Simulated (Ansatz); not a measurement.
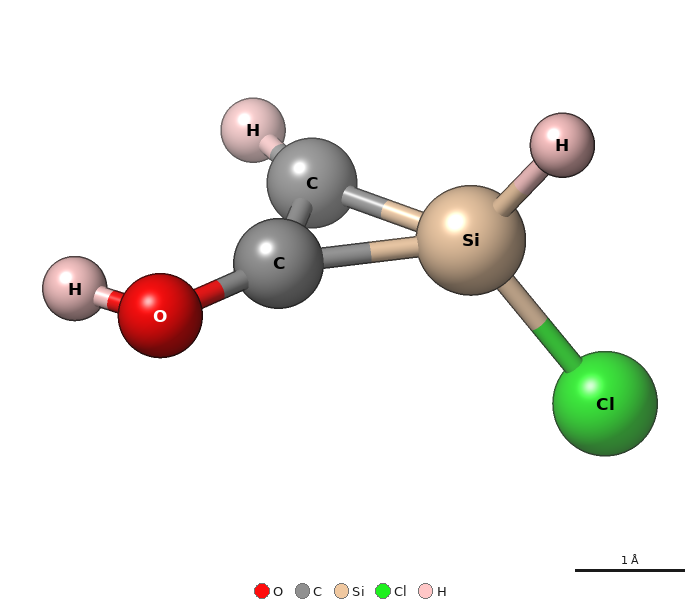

Depth is shown by fading: the farther an atom, the more it takes the colour of the background. The computed structure is the end point of a PBE0-D4/def2-TZVP optimisation. Masses are those of the most abundant isotopes; constants are for the rigid equilibrium geometry.

> Classify the rotor and give the rotational constants (MHz).

An asymmetric top (C1): A = 8137, B = 1713, C = 1572 MHz. Ray's parameter κ is −0.96, close to the prolate limit.
